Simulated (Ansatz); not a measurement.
# C3H6Al: the cost of one run

All numbers are computed with the Python package of Ansatz 0.2.0. The levels of theory stand in the script.

**1. The system**

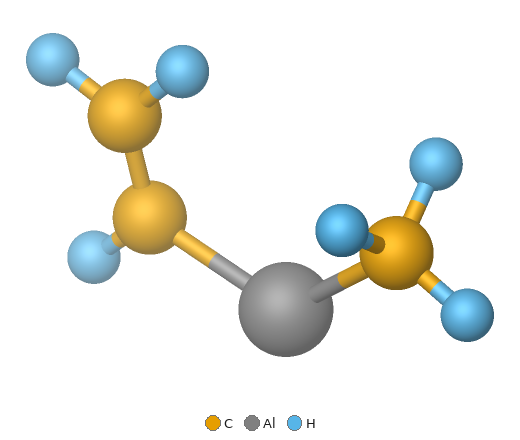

The structure that the script starts from, seen from a chosen angle (carbon amber, aluminium grey, hydrogen blue).

The script holds or builds the structure itself.

**2. Script**

File c3h6al.py:

```python
"""One geometry of C3H6Al, method by method."""

import logging
import sys
import warnings

import ansatz

logging.basicConfig(stream=sys.stdout, format="%(levelname)s %(message)s")
logger = logging.getLogger("run")
logger.setLevel(logging.INFO)

GEOMETRY = """
C    -1.13600   -1.04940   -0.94790
C     0.12930   -1.12350   -1.12590
Al    1.37140   -0.02870   -0.09390
C     0.79550    1.28920    1.25270
H    -1.59720   -0.31060   -0.25960
H    -1.86090   -1.60060   -1.54890
H     0.55460   -1.82520   -1.84380
H     1.61450    1.81090    1.73420
H     0.08300    2.04200    0.78780
H     0.12890    0.74480    2.04840
"""

warnings.simplefilter("ignore", ansatz.DeckWarning)

geometry = ansatz.Crystal.molecule()
for line in GEOMETRY.strip().splitlines():
    symbol, *xyz = line.split()
    geometry = geometry.atom(symbol, [float(v) for v in xyz])

calculation = (
    geometry.calculation()
    .basis(gaussian="def2-SVP")
    .spin("collinear", total=1)
)

methods = ["mp2", "ccsd", "ccsd_t"]
reports = [calculation.correlation(m).run().report for m in methods]
logger.info(f"Hartree-Fock reference {reports[0]['reference_energy_ev'] / 27.211386246:.6f} Ha")
best = reports[-1]["free_energy_ev"] - reports[-1]["reference_energy_ev"]
for method, each in zip(methods, reports):
    gained = each["free_energy_ev"] - each["reference_energy_ev"]
    logger.info(f"{method:8s} total {each['free_energy_ev'] / 27.211386246:.6f} Ha  correlation {gained:9.4f} eV  ({100 * gained / best:.1f} % of the last)")
```

**3. The run**

Run with:

```
$ python c3h6al.py
```

Q: Estimate wall time and peak memory on 1 thread of Arm Neoverse V1, shared host.

About 78 s, with a peak of 0.65 GiB.
